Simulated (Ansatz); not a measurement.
**Ligand exchange: CH3Br + Cd(CH3)(SH) → CH4S + Cd(CH3)Br**

Species: CH3Br (bromomethane) `CBr`, singlet; Cd(CH3)(SH), singlet; CH4S (methanethiol) `CS`, singlet; Cd(CH3)Br, singlet. The partners trade Br for SH: C–Br and Cd–SH bonds give way to C–SH and Cd–Br.

Shapes, held fixed at every level: PBE0-D4/def2-TZVP. Programs: Ansatz 0.2.0. Electronic energies: no zero-point or thermal term.

| level | kind | ΔE (kJ/mol) | less CCSD(T)/def2-TZVPP |
| --- | --- | --- | --- |
| HF/def2-SVP | Hartree–Fock | -82.3 | -21.9 |
| B3LYP-D4/def2-TZVPP | global hybrid | -63.3 | -2.9 |
| r2SCAN0-D4/def2-TZVPP | global hybrid | -67.8 | -7.4 |
| wB97X-V/def2-TZVPP | range-separated hybrid | -67.0 | -6.6 |
| MP2/def2-TZVPP | perturbation theory | -58.9 | +1.5 |
| CCSD/def2-SVP | coupled cluster or CI | -75.5 | -15.1 |
| CCSD(T)/def2-TZVPP | coupled cluster or CI | -60.4 | 0.0 |

The highest level, CCSD(T)/def2-TZVPP, gives ΔE = -60.4 kJ/mol; the levels span -82.3 to -58.9. The column of differences is taken from that level and isn't an error. No measured value is set beside it here. For atoms past krypton def2 sets carry core potentials with scalar relativity. Relativity is left out for Br unless named. Correlated rows may include outer-core shells of Br, Cd, which these sets cover unevenly.

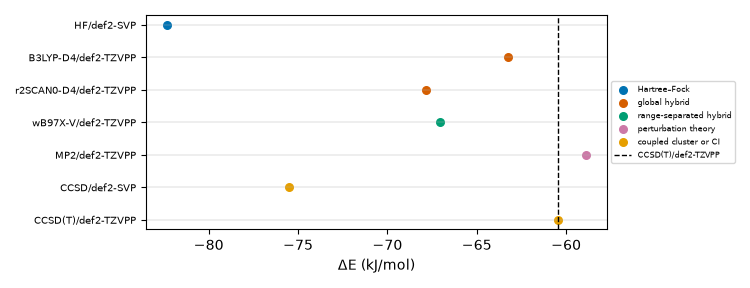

The values of the table, level by level.
